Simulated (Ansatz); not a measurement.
BH6Si2 (SMILES B[SiH][SiH3]) (doublet)

```xyz
9

B    -1.1832    1.0792   -1.4236
Si    0.1876    0.8089   -0.0627
Si    0.7043   -1.2034    1.0142
H    -1.8595    0.1627   -1.7833
H    -1.3453    2.1626   -1.8996
H     1.0429    1.9419    0.3955
H     2.1132   -1.6057    0.7443
H    -0.2029   -2.2768    0.5263
H     0.5427   -1.0694    2.4890
```

The calculation used Ansatz, UKS B3LYP/6-31G*.

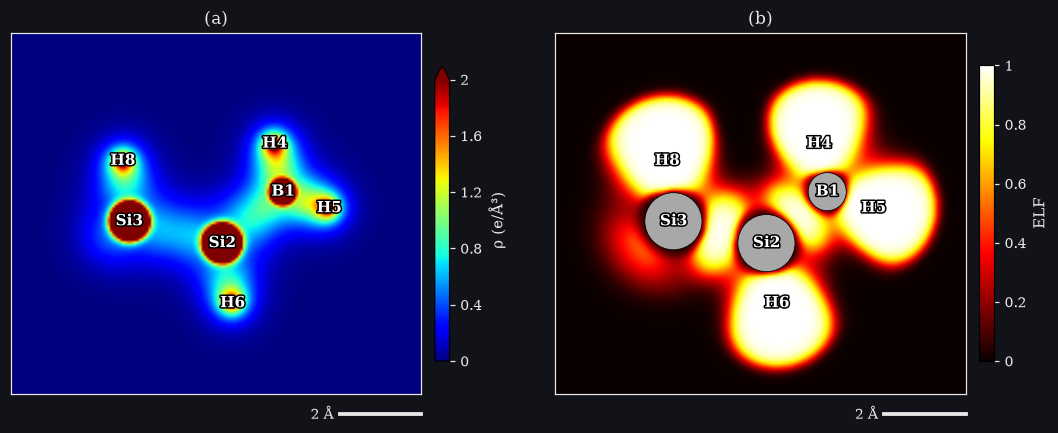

Figure 1. (a) total electron density; (b) electron localisation function on the plane of atoms Si3, Si2 and H6. Grey discs cover the atomic cores in the ELF map.

**Describe what can be read from this map.**

- The section cuts through B, Si and H sites.
- Si–B (1.95 Å): the density is about 0.83 e/Å³ at the midpoint; the ELF peaks at about 0.95 between the atoms (a shared electron pair).
- Si–Si (2.34 Å): the density is about 0.62 e/Å³ at the midpoint; the ELF peaks at about 1 between the atoms; localised, covalent bonding.
- B–H (1.19 Å): the density is about 1.2 e/Å³ at the midpoint; the ELF climbs to about 1 towards the hydrogen, as it does in any bond to H: a covalent bond by its length.
- Si–H (1.49 Å): the density is about 0.76 e/Å³ at the midpoint; the ELF climbs to about 1 towards the hydrogen.

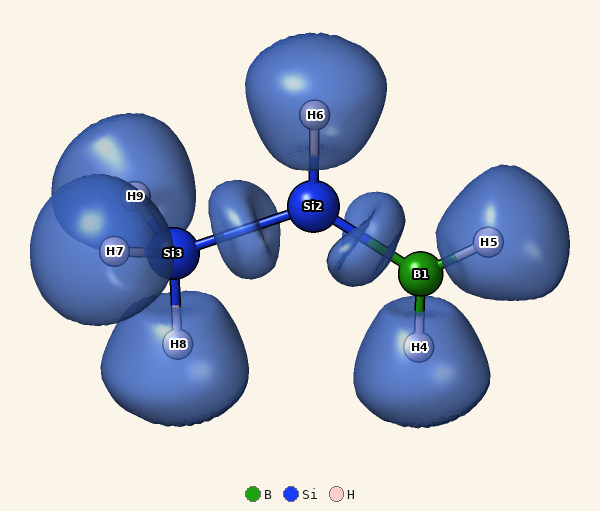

Figure 2. Isosurface of the electron localisation function at 0.8 (blue), seen at a tilt. Only the valence region is drawn (cores and ρ < 0.01 e/Å³ removed).

**What do the ELF domains correspond to?**

The surface consists of one region between bonded B–Si atoms (shared pairs), one region between bonded Si–Si atoms (shared pairs) and six regions around hydrogen nuclei.

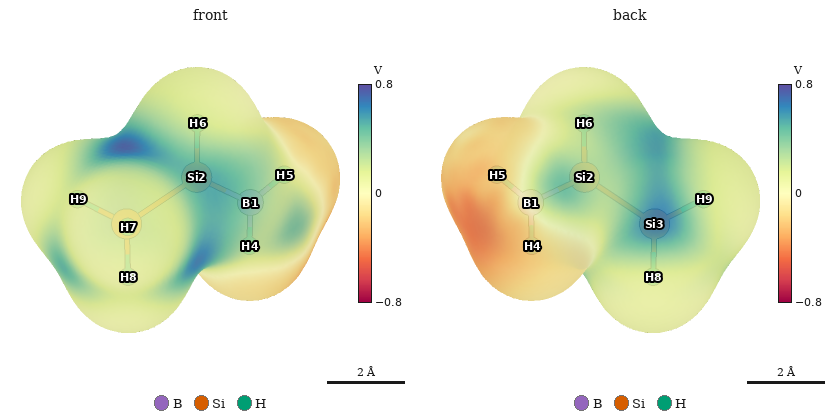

Figure 3. The molecular electrostatic potential painted on the density surface at 0.001 e/bohr³, seen from the front and from behind; red is negative and blue positive.

**Describe the electrostatic potential map.**

The most negative region (about −0.4 V) lies over H4, the most positive (about +0.7 V) over Si3.
